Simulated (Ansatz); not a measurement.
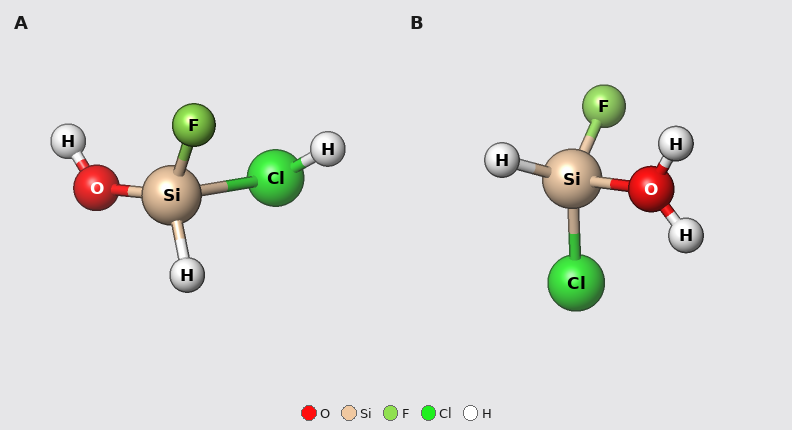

2 stationary structures of one formula. State: charge +1, singlet. Geometries: PBE0-D4/def2-TZVP. Electronic energies: RHF-CCSD(T) (frozen core)/def2-TZVPP (Ansatz 0.2.0), without zero-point energy. No frequency run is at hand to confirm each as a minimum. Each is one conformer, not always the lowest.

### Which structure is the most stable?

B is lowest (C1); A lies 75.1 kJ/mol above it (C1).
